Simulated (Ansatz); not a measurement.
## Electronic structure of BFH₃InSi in real space

```yaml
atoms:
  - { symbol: B, position_ang: [-2.4065, 0.6138, -1.0802] }
  - { symbol: F, position_ang: [-3.1781, 1.5074, -1.6956] }
  - { symbol: In, position_ang: [1.4445, 1.7025, -1.1059] }
  - { symbol: Si, position_ang: [-0.6607, 0.0262, -1.8535] }
  - { symbol: H, position_ang: [-2.7711, 0.2747, 0.0313] }
  - { symbol: H, position_ang: [-0.3131, -1.3544, -1.3674] }
  - { symbol: H, position_ang: [-0.6603, -0.0025, -3.3584] }
```

Geometry: PBE0-D3(BJ)/def2-SVP; core potentials replace the inner electrons of In.

Computed with Ansatz, isolated molecule in a Gaussian basis; Kohn-Sham density functional theory, functional PBE0.

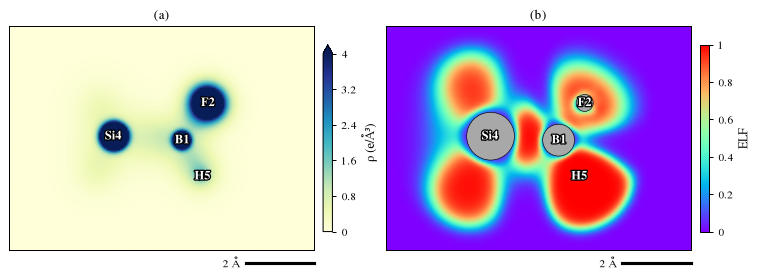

Figure 1. (a) electron density; (b) ELF on the plane of atoms F2, B1 and Si4. Grey discs cover the atomic cores in the ELF map.

Q: Interpret the plot.

A: The section cuts through B, F, Si and H sites.
B–F (1.33 Å): the density is about 2.1 e/Å³ at the midpoint; the ELF peaks at about 0.85 between the atoms (a polar covalent bond).
Si–B (2.00 Å): ρ is about 0.8 e/Å³ halfway; the ELF peaks at about 1 between the atoms, as expected for localised, covalent bonding.
B–H (1.22 Å): ρ at the midpoint is about 1.2 e/Å³; the ELF climbs to about 1 towards the hydrogen, as it does in any bond to H (a covalent bond by its length).
The ELF also peaks beside F2, away from the bonds: lone-pair regions.

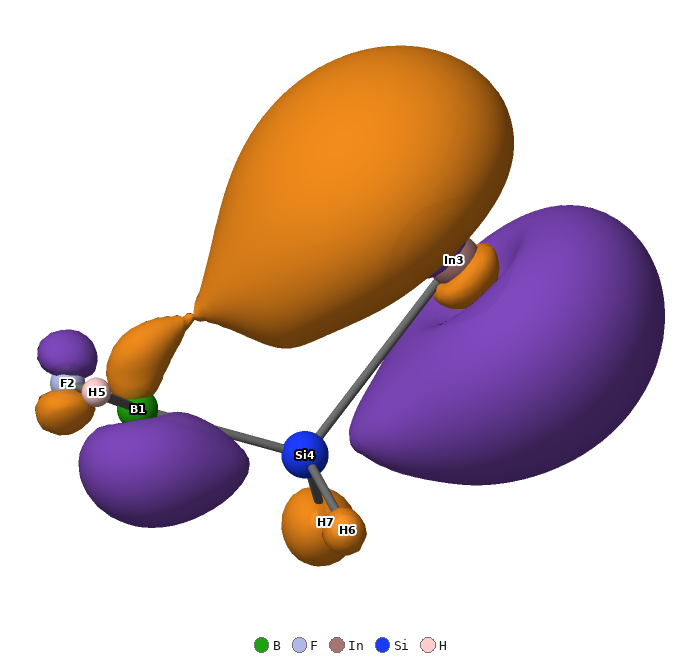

Figure 2. One frontier orbital at ±0.08 Å⁻³ᐟ² (orange and purple are the two phases), seen across its widest extent.

Q: Which orbital is it: HOMO or LUMO?

A: The LUMO, at −2.31 eV. By Hirshfeld shares it lies mainly on In3 (about 80 %), Si4 (about 10 %) and B1 (about 5 %).

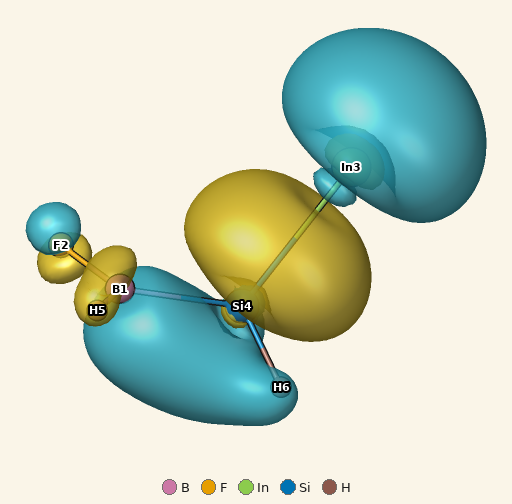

Figure 3. The HOMO at ±0.08 Å⁻³ᐟ² (yellow and cyan are the two phases), seen at a tilt.

Q: Where does this orbital lie, and at what energy?

A: It lies mainly on In3 (about 45 %), Si4 (about 35 %) and B1 (about 10 %). Its energy is −5.56 eV.
